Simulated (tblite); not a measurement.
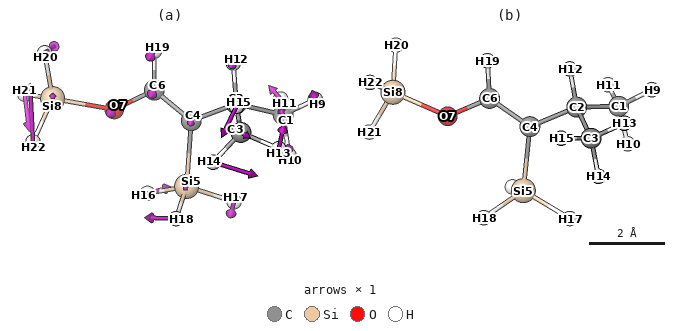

The structure of C$_{5}$H$_{14}$OSi$_{2}$ before (left) and after (right) a relaxation, at one scale. The purple arrows give the displacements, at their true length.

Style: ball-and-stick. Shown at a tilt.

Method: GFN2-xTB geometry optimisation, gas phase (tblite). 

### Summarise the run.

H22 moves most after the best rigid fit: 1.68 Å. By element the largest moves are H 1.68 Å, O 0.55 Å, C 0.48 Å, Si 0.20 Å. Near-neighbour distances that change, for instance: O7–Si8 1.732 → 1.624 Å, C3–H15 1.135 → 1.088 Å, C4–Si5 1.850 → 1.886 Å, C1–H9 1.115 → 1.088 Å. Among the angles between lasting bonds that change: O7–Si8–H21 108.2° → 99.3°, H20–Si8–H21 107.0° → 113.9°, C6–O7–Si8 125.6° → 131.7°. Groups turn about C2–C3 by about 55°, C4–Si5 by about 45°, C6–O7 by about 45°. The energy falls by 16.8 kcal/mol in 234 geometry steps.
